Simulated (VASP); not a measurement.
Band structure of CoAl (relaxed from the wurtzite structure, space group P6_3/mmc). All values below come from r2SCAN meta-GGA, VASP's PBE PAW potentials (set 64) (plane waves; VASP).

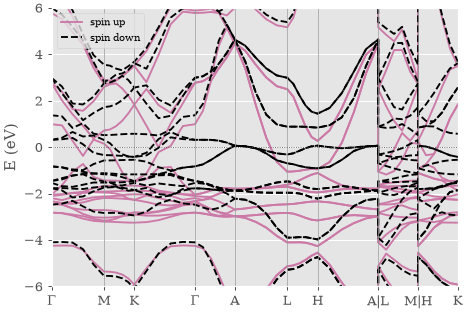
*Bands along high-symmetry lines, zero at the valence-band maximum or, without a gap, the Fermi level*

Q: Read the plot: is there a gap, and where are the band edges?

A: It has no gap at this level: it comes out as a metal or semimetal.

The structure was generated: CoAl was put into the wurtzite type (P6_3mc), which need not be its known phase. It was relaxed first, which changed the volume by -28 %. The relaxed cell has space group P6_3/mmc.
